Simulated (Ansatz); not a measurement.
Input

```
crystal:
  periodic: [false, false, false]
  atoms:
    - { symbol: Si, position_ang: [-0.5025, -0.4537, -0.4336] }
    - { symbol: "N", position_ang: [0.5672, -0.3881, 1.3987] }
    - { symbol: H, position_ang: [-0.1765, -1.6981, -1.1073] }
    - { symbol: H, position_ang: [-1.7531, -0.7115, 0.3103] }
    - { symbol: "N", position_ang: [-0.8374, 1.111, -1.0228] }
    - { symbol: H, position_ang: [1.744, -0.1529, 0.8216] }
    - { symbol: Br, position_ang: [2.0471, 0.1225, -1.1277] }
    - { symbol: H, position_ang: [0.3236, 0.3937, 1.9871] }
    - { symbol: H, position_ang: [0.589, -1.2432, 1.932] }
    - { symbol: H, position_ang: [-0.2105, 1.6047, -1.6366] }
    - { symbol: H, position_ang: [-1.7908, 1.4155, -1.1215] }
magnetization:
  spin_polarized: true
basis:
  gaussian: { orbitals: def2-SVP }
hamiltonian:
  xc: pbe
  dispersion: d4
relax:
  f_tol: 0.15
  max_steps: 25
  restrain:
    - { distance: [0, 6], at: 3.61, k: 30.0 }
    - { distance: [5, 1], at: 2.32, k: 30.0 }
    - { distance: [0, 1], at: 1.82, k: 30.0 }
    - { distance: [5, 6], at: 1.51, k: 30.0 }
output:
  orbitals: {}
```

Command:

```sh
ansatz run input.yaml --threads 4 --pin off --max-ram 5120MiB --backend cpu --events-out ev --progress --plain --runs-dir out
```

The fields are those of the run's last geometry, not of the input's.

Not at a stationary point (largest force 0.8 eV/Å).

The calculation used Ansatz 0.2.0, UKS PBE-D4/def2-SVP.

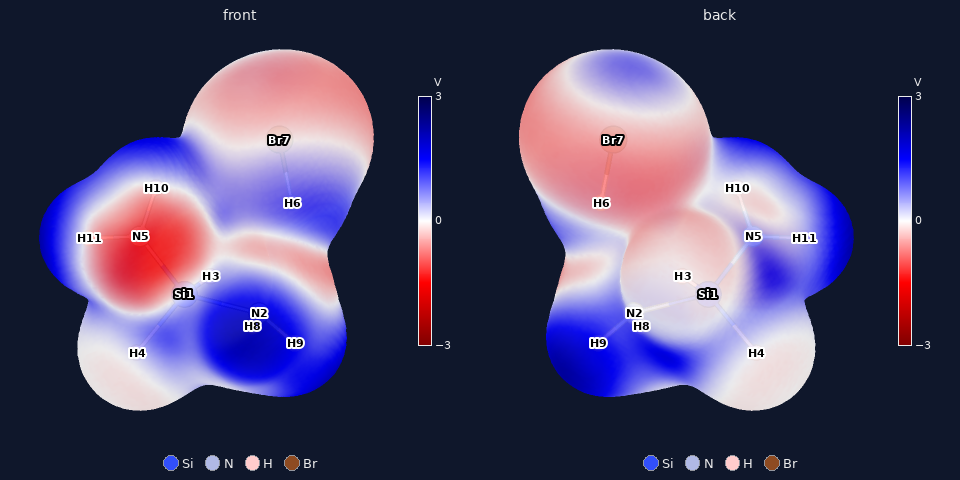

H₆N₂Si···HBr. The molecular electrostatic potential painted on the density surface at 0.004 e/bohr³, seen from the front and from behind; the colour scale runs from red (negative) to blue (positive).

### Where is the surface potential most negative and most positive?

The most negative region (about −1.4 V) lies over N5, the most positive (about +2.1 V) over H8, H9 and H11. Br7 shows a σ-hole: about +0.8 V at the tip opposite its bond, against about −0.4 V on its flanks. N5 is the likeliest acceptor of a hydrogen bond.
